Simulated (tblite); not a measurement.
# Geometry relaxation, with input and output: C6H10NSi (part 1 of 2)

The run: geometry relaxation of C6H10NSi, multiplicity 2. Method and program: GFN2-xTB geometry optimisation, gas phase (tblite 0.8.0).

It belongs to a series of runs on one base structure; here: H removed from sp3 C.

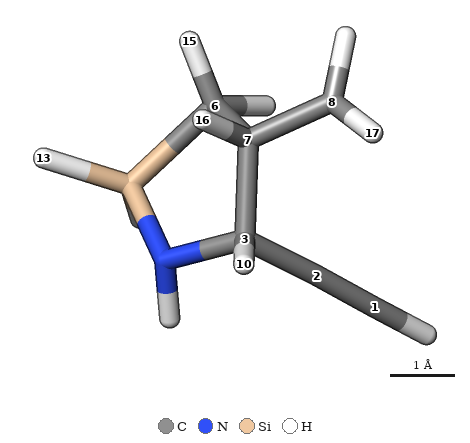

Figure 1. The input geometry (stick view, seen at a tilt; atoms are numbered from 1 in the order of the input). Bond lengths as drawn: C–C 1.21 to 1.58 Å, C–H 1.06 to 1.12 Å, C–N 1.47 Å, C–Si 1.90 Å, H–N 1.02 Å, H–Si 1.48 Å and N–Si 1.72 Å.

Key numbers:

```tsv
quantity	value
outcome	converged
total energy	−611.2333 eV
hardware	1 CPU thread, shared host
wall time	0.84 s
peak memory	0.24 GiB
```

Input file:
```
{"job": {"kind": "relax", "xc": "GFN2-xTB", "basis": "xTB"}, "charge": 0, "multiplicity": 2}
C      2.680300    -0.298800    -0.971400
C      1.790200    -0.201800    -0.163600
C      0.727400    -0.109800     0.859700
N      0.071600    -1.418800     1.031900
Si    -1.328600    -1.650200     0.060300
C     -1.351000     0.143800    -0.565800
C     -0.422700     0.891100     0.436100
C      0.026400     2.225500    -0.086000
H      3.453500    -0.376800    -1.694600
H      1.151300     0.213900     1.813900
H      0.747700    -2.166800     0.871600
H     -1.012600    -2.632600    -1.005100
H     -2.478300    -1.979900     0.936700
H     -0.940000     0.185000    -1.584600
H     -2.360200     0.572700    -0.565500
H     -1.019200     1.096300     1.356700
H      0.907000     2.702200     0.317200
H     -0.651500     2.811600    -0.699200
```

The first line tells a small driver script what to run in tblite; the rest is the geometry in Å.

Launch command:
```bash
OMP_NUM_THREADS=1 python <driver script> task.json out
```

The program's output:
```
step      E/eV     max force
  0    -610.90806    1.105
  1    -610.95928    0.912
  2    -610.98323    2.183
  3    -611.02896    0.584
  4    -611.05066    0.570
  5    -611.07486    0.381
  6    -611.09025    0.464
  7    -611.11301    0.402
  8    -611.12461    0.287
  9    -611.13248    0.160
 10    -611.13833    0.180
 11    -611.14416    0.178
 12    -611.14944    0.187
 13    -611.15381    0.151
 14    -611.15689    0.104
 15    -611.15910    0.103
 16    -611.16089    0.107
 17    -611.16248    0.100
 18    -611.16381    0.084
 19    -611.16478    0.063
 20    -611.16551    0.069
 21    -611.16623    0.101
 22    -611.16714    0.071
 23    -611.16816    0.101
 24    -611.16906    0.056
 25    -611.16980    0.061
 26    -611.17070    0.069
 27    -611.17199    0.102
 28    -611.17349    0.120
 29    -611.17464    0.081
 30    -611.17521    0.048
 31    -611.17552    0.047
 32    -611.17594    0.052
 33    -611.17653    0.070
 34    -611.17723    0.067
 35    -611.17787    0.063
 36    -611.17841    0.062
 37    -611.17900    0.059
 38    -611.17967    0.070
 39    -611.18020    0.054
 40    -611.18054    0.037
 41    -611.18080    0.035
 42    -611.18119    0.064
 43    -611.18166    0.072
 44    -611.18214    0.057
 45    -611.18260    0.051
 46    -611.18314    0.057
 47    -611.18386    0.076
 48    -611.18466    0.075
 49    -611.18530    0.054
 50    -611.18579    0.053
 51    -611.18632    0.063
 52    -611.18702    0.083
 53    -611.18775    0.083
 54    -611.18822    0.082
 55    -611.18869    0.063
 56    -611.18914    0.045
 57    -611.19036    0.078
 58    -611.19193    0.089
 59    -611.19407    0.124
 60    -611.19455    0.237
 61    -611.19672    0.108
 62    -611.19815    0.096
 63    -611.20036    0.167
 64    -611.20207    0.187
 65    -611.20411    0.124
 66    -611.20508    0.331
 67    -611.20692    0.084
 68    -611.20811    0.084
 69    -611.21074    0.174
 70    -611.21241    0.128
 71    -611.21485    0.114
 72    -611.21623    0.115
 73    -611.21741    0.131
 74    -611.21850    0.092
 75    -611.22039    0.076
 76    -611.22137    0.079
 77    -611.22292    0.116
 78    -611.22417    0.116
 79    -611.22549    0.183
 80    -611.22672    0.158
 81    -611.22768    0.113
 82    -611.22854    0.060
 83    -611.22911    0.051
 84    -611.22989    0.067
 85    -611.23026    0.044
 86    -611.23048    0.073
 87    -611.23065    0.041
 88    -611.23086    0.026
 89    -611.23100    0.031
 90    -611.23110    0.030
 91    -611.23120    0.020
 92    -611.23133    0.027
 93    -611.23145    0.027
 94    -611.23154    0.023
 95    -611.23160    0.024
 96    -611.23168    0.027
 97    -611.23180    0.032
 98    -611.23191    0.035
 99    -611.23200    0.020
100    -611.23206    0.018
101    -611.23213    0.019
102    -611.23222    0.029
103    -611.23233    0.032
104    -611.23243    0.028
105    -611.23252    0.027
106    -611.23261    0.026
107    -611.23274    0.034
108    -611.23289    0.047
109    -611.23301    0.068
110    -611.23311    0.017
111    -611.23317    0.020
112    -611.23320    0.013
113    -611.23323    0.011
114    -611.23326    0.012
115    -611.23330    0.013
116    -611.23332    0.008
```

Trajectory as extended XYZ (Å, eV, eV/Å), 12 of the 117 frames kept, from step=0 to step=116:
```
18
Properties=species:S:1:pos:R:3:forces:R:3 step=0 energy=-610.90806
C     2.6803   -0.2988   -0.9714   -0.4660   0.0290   0.3730
C     1.7902   -0.2018   -0.1636    0.1470   0.2730   0.0230
C     0.7274   -0.1098    0.8597   -0.5350   0.1240  -0.9590
N     0.0716   -1.4188    1.0319    0.9630  -0.1680  -0.1090
Si   -1.3286   -1.6502    0.0603   -0.3690  -0.0610  -0.2510
C    -1.3510    0.1438   -0.5658    0.0170   0.0610   0.2250
C    -0.4227    0.8911    0.4361    0.1230   0.3350  -0.4690
C     0.0264    2.2255   -0.0860   -0.1700  -0.5730   0.2560
H     3.4535   -0.3768   -1.6946   -0.3520   0.0100   0.3080
H     1.1513    0.2139    1.8139    0.1500  -0.0130   0.0150
H     0.7477   -2.1668    0.8716   -0.0610   0.3160   0.5680
H    -1.0126   -2.6326   -1.0051   -0.3330   0.1600   0.1690
H    -2.4783   -1.9799    0.9367    0.2820   0.0010  -0.2320
H    -0.9400    0.1850   -1.5846   -0.1290   0.2080   0.3410
H    -2.3602    0.5727   -0.5655    0.3840   0.0750  -0.1180
H    -1.0192    1.0963    1.3567    0.2000  -0.3320  -0.2370
H     0.9070    2.7022    0.3172   -0.1620  -0.1420  -0.1370
H    -0.6515    2.8116   -0.6992    0.3110  -0.3030   0.2350
18
Properties=species:S:1:pos:R:3:forces:R:3 step=11 energy=-611.14416
C     2.6489   -0.2864   -0.9707    0.0900   0.0340  -0.0870
C     1.7667   -0.0990   -0.1842   -0.0540  -0.0170   0.1360
C     0.7090   -0.0807    0.8160    0.0390  -0.0660   0.0220
N     0.1272   -1.4134    0.9556   -0.0520   0.1050  -0.0420
Si   -1.3120   -1.6518    0.0296    0.1040   0.0090   0.0270
C    -1.3549    0.1542   -0.5715    0.0070  -0.1040   0.0460
C    -0.4435    0.8769    0.4307    0.0660  -0.1360   0.0590
C     0.0247    2.1777   -0.0584   -0.0630   0.0520   0.1030
H     3.4276   -0.3827   -1.6686   -0.0380   0.0200  -0.0090
H     1.1453    0.2327    1.7833   -0.0310  -0.0510  -0.1670
H     0.8284   -2.1266    1.0980   -0.1570   0.0650   0.0520
H    -1.1590   -2.6387   -1.0449   -0.0490   0.0620  -0.0060
H    -2.4328   -1.9951    0.9186    0.0920   0.0230  -0.0210
H    -0.9383    0.2373   -1.5776    0.0010   0.0190   0.0730
H    -2.3337    0.6302   -0.5823   -0.0050  -0.0930  -0.0320
H    -1.0273    0.9966    1.3649   -0.0250   0.0280  -0.0750
H     0.9279    2.6224    0.3085    0.0600  -0.0210  -0.0170
H    -0.6130    2.7526   -0.6983    0.0170   0.0700  -0.0620
18
Properties=species:S:1:pos:R:3:forces:R:3 step=21 energy=-611.16623
C     2.6510   -0.2583   -0.9853   -0.0110   0.0000  -0.0150
C     1.7704   -0.1022   -0.1890   -0.0130   0.0040  -0.0190
C     0.7126   -0.0790    0.8094    0.0000  -0.0550  -0.0190
N     0.1151   -1.3986    0.9577    0.0340  -0.0520   0.0440
Si   -1.3013   -1.6557    0.0174   -0.0050  -0.0450   0.0110
C    -1.3460    0.1466   -0.5749   -0.0010  -0.0370   0.0070
C    -0.4473    0.8750    0.4345    0.0170  -0.0230   0.0060
C     0.0079    2.1953   -0.0194    0.0250  -0.0290  -0.0190
H     3.4218   -0.3599   -1.6904   -0.0140   0.0370  -0.0060
H     1.1575    0.2309    1.7668   -0.0070   0.0140   0.0100
H     0.7775   -2.1211    1.1966   -0.0610   0.0790   0.0160
H    -1.1988   -2.6197   -1.0838    0.0170   0.0390   0.0250
H    -2.3980   -2.0008    0.9310    0.0110  -0.0100  -0.0320
H    -0.9208    0.2433   -1.5740   -0.0270   0.0110  -0.0010
H    -2.3417    0.5840   -0.5907    0.0370   0.0470  -0.0340
H    -1.0407    0.9744    1.3615   -0.0140   0.0130   0.0140
H     0.9567    2.5880    0.2892    0.0230   0.0000  -0.0010
H    -0.5847    2.7642   -0.7083   -0.0120   0.0070   0.0140
18
Properties=species:S:1:pos:R:3:forces:R:3 step=32 energy=-611.17594
C     2.6255   -0.2306   -1.0131   -0.0120   0.0100   0.0020
C     1.7511   -0.1332   -0.2015    0.0020   0.0270   0.0050
C     0.7099   -0.0972    0.8133   -0.0360   0.0110   0.0270
N     0.0840   -1.3947    1.0048    0.0090  -0.0500  -0.0130
Si   -1.3029   -1.6602    0.0233   -0.0050  -0.0270  -0.0090
C    -1.3384    0.1401   -0.5790    0.0100  -0.0140   0.0050
C    -0.4359    0.8658    0.4304   -0.0280   0.0330  -0.0060
C     0.0362    2.1764   -0.0315    0.0100   0.0190  -0.0020
H     3.3922   -0.2787   -1.7270    0.0020  -0.0140  -0.0350
H     1.1704    0.2295    1.7568    0.0160   0.0070   0.0320
H     0.7206   -2.1165    1.3026   -0.0200   0.0210   0.0010
H    -1.1610   -2.5904   -1.1020    0.0050  -0.0150   0.0270
H    -2.4037   -2.0391    0.9153   -0.0070   0.0010  -0.0410
H    -0.9069    0.2237   -1.5770   -0.0010   0.0080   0.0050
H    -2.3247    0.5983   -0.6109    0.0260  -0.0090   0.0060
H    -1.0388    0.9833    1.3499    0.0110  -0.0110   0.0170
H     0.9950    2.5545    0.2652    0.0120  -0.0060  -0.0270
H    -0.5814    2.7753   -0.6715    0.0070   0.0090   0.0070
18
Properties=species:S:1:pos:R:3:forces:R:3 step=42 energy=-611.18119
C     2.5942   -0.2042   -1.0320   -0.0190  -0.0130   0.0090
C     1.7442   -0.1265   -0.1928   -0.0020  -0.0270   0.0050
C     0.7093   -0.0989    0.8293   -0.0450   0.0150   0.0430
N     0.0731   -1.3927    1.0176    0.0050  -0.0390  -0.0050
Si   -1.2969   -1.6688    0.0169    0.0110   0.0120  -0.0050
C    -1.3243    0.1369   -0.5756    0.0020  -0.0060  -0.0080
C    -0.4286    0.8693    0.4396   -0.0380   0.0130  -0.0110
C     0.0521    2.1751   -0.0312    0.0090   0.0100   0.0030
H     3.3398   -0.2471   -1.7680    0.0160  -0.0020  -0.0250
H     1.1700    0.2209    1.7751    0.0130   0.0160   0.0120
H     0.6854   -2.1117    1.3667    0.0050   0.0210  -0.0110
H    -1.1203   -2.6130   -1.0920    0.0090   0.0150   0.0000
H    -2.4330   -2.0610    0.8582    0.0280   0.0230   0.0010
H    -0.8855    0.2197   -1.5704   -0.0020   0.0210   0.0050
H    -2.3109    0.5933   -0.6152    0.0190  -0.0060  -0.0010
H    -1.0381    0.9954    1.3535   -0.0010  -0.0090  -0.0110
H     1.0381    2.5239    0.2079   -0.0020  -0.0280  -0.0220
H    -0.5773    2.7956   -0.6392   -0.0100  -0.0170   0.0200
18
Properties=species:S:1:pos:R:3:forces:R:3 step=53 energy=-611.18775
C     2.5293   -0.2022   -1.0454    0.0040  -0.0020   0.0110
C     1.7240   -0.1323   -0.1630    0.0190  -0.0150  -0.0180
C     0.7002   -0.0977    0.8679   -0.0480   0.0300   0.0400
N     0.0598   -1.3894    1.0592   -0.0100  -0.0190  -0.0290
Si   -1.2640   -1.6714   -0.0025    0.0030   0.0350   0.0150
C    -1.2976    0.1374   -0.5867   -0.0100  -0.0070   0.0080
C    -0.4286    0.8683    0.4589   -0.0460   0.0230  -0.0110
C     0.0600    2.1677   -0.0172    0.0710   0.0420   0.0090
H     3.2449   -0.2307   -1.8103    0.0510  -0.0250  -0.0370
H     1.1612    0.2291    1.8112   -0.0040  -0.0020   0.0020
H     0.6723   -2.1055    1.4134    0.0060   0.0010  -0.0010
H    -1.0345   -2.6140   -1.1033   -0.0110   0.0250   0.0160
H    -2.4307   -2.0403    0.8056    0.0190  -0.0300  -0.0160
H    -0.8471    0.2511   -1.5737   -0.0070  -0.0290   0.0340
H    -2.2899    0.5812   -0.6277    0.0140  -0.0050  -0.0250
H    -1.0676    0.9985    1.3495    0.0060  -0.0130  -0.0070
H     1.0974    2.4327    0.0673   -0.0570  -0.0030  -0.0380
H    -0.5978    2.8239   -0.5546   -0.0010  -0.0050   0.0460
```
